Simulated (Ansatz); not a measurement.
Base system: YN in the rock salt structure (space group Fm-3m, No. 225; a = 4.9058 Å).

The change: the cell is scaled by 1.0200 in all directions, atoms relaxed at fixed cell.

Method: Ansatz (a quantum-chemistry and plane-wave program), PBE, PAW, cutoff 420 eV, no spin-orbit coupling.

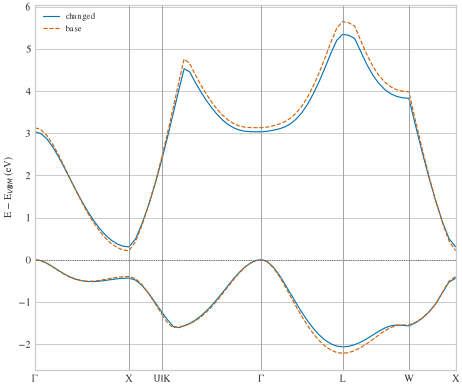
Highest valence and lowest conduction band along the path, each from its own valence-band maximum

Q: From the figure, how large is the changed gap, and is it direct?

A: About 0.3 eV, indirect, Γ → X.

The cells carry an imposed strain or load. No phonon test of stability was made.
